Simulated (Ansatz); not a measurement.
## Electronic structure of BFH4NSi (doublet) in real space

```xyz
8

B    -0.0536   -1.7897    2.9135
F    -0.1463   -2.3756    4.1201
N     0.0450   -0.3767    2.8326
Si    0.0595    0.6099    1.3623
H     0.0085    0.1239    3.7296
H    -0.0514   -2.4855    1.9160
H     1.0042    1.7700    1.5737
H     0.5153   -0.2741    0.2317
```

Geometry: PBE-D3(BJ)/def2-SVP.

Computed with isolated molecule in a Gaussian basis; Kohn-Sham density functional theory, functional PBE0 in Ansatz.

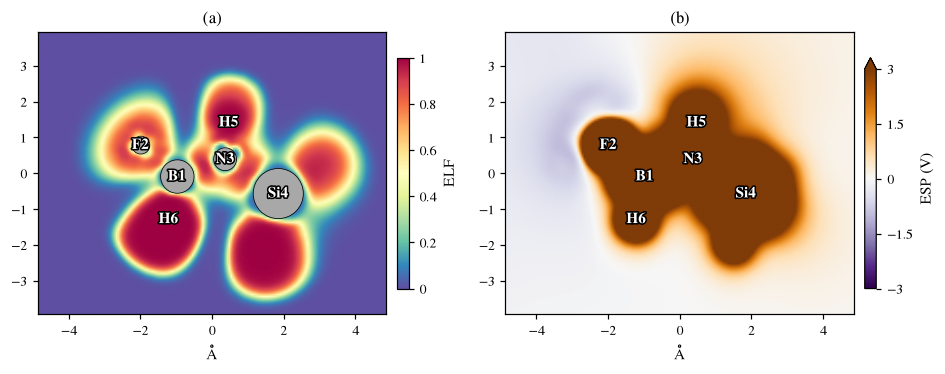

Figure 1. (a) electron localisation function; (b) electrostatic potential on the plane of atoms F2, B1 and H6. Grey discs cover the atomic cores in the ELF map.

What does the map show?

The plane passes through B, F, N, Si and H nuclei.
B–F (1.34 Å): the ELF peaks at about 0.85 between the atoms: a polar covalent bond.
B–N (1.42 Å): the ELF peaks at about 0.95 between the atoms, as expected for a short, strongly polar bond.
Si–N (1.77 Å): the ELF peaks at about 0.90 between the atoms (a polar covalent bond).
N–H (1.03 Å): the ELF climbs to about 1 towards the hydrogen, as it does in any bond to H: an ordinary covalent bond to hydrogen.
B–H (1.22 Å): the ELF climbs to about 1 towards the hydrogen; a covalent bond by its length.
The ELF also peaks beside F2, away from the bonds: non-bonding electrons, paired or unpaired.
Outside the dense part of the molecule the potential is most negative (−1.0 V) near F2.

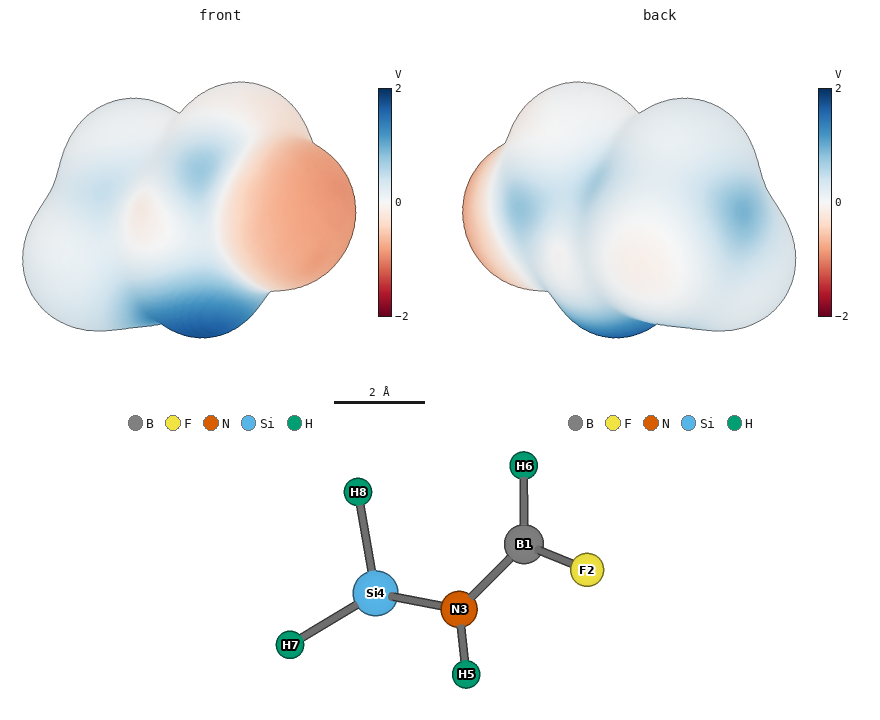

Figure 2. The electrostatic potential painted on the density surface at 0.001 e/bohr³, seen from the front and from behind; red is negative and blue positive. The bare structure is drawn below in the same view.

Which sites attract a positive test charge, and which a negative one?

A positive charge is drawn to the negative regions and a negative charge to the positive ones. The most negative region (about −0.9 V, or −21 kcal/mol for a unit charge) lies over F2, the most positive (about +1.7 V, or +39 kcal/mol for a unit charge) over H5.

How polar is the molecule by this calculation?

Its dipole moment is 1.50 D.

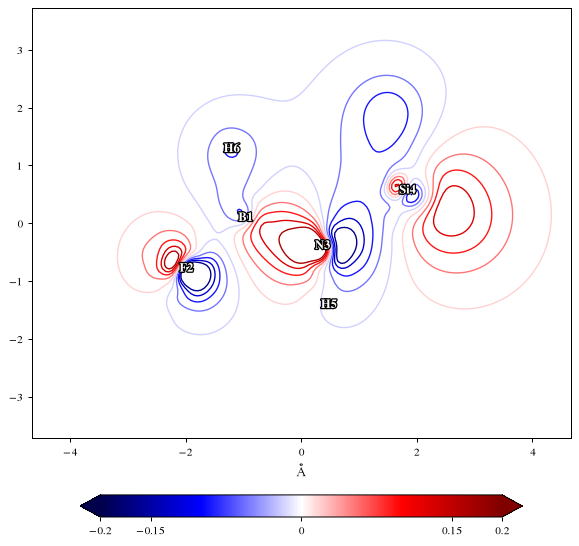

Figure 3. The HOMO−1 (α) on the plane of atoms N3, B1 and H6 (values in Å⁻³ᐟ²; the overall sign is arbitrary).

What is the character of this orbital?

Its weight (Hirshfeld) is mainly on N3 (about 50 %), Si4 (about 20 %), B1 (about 10 %) and F2 (about 5 %). Its energy is −9.50 eV.
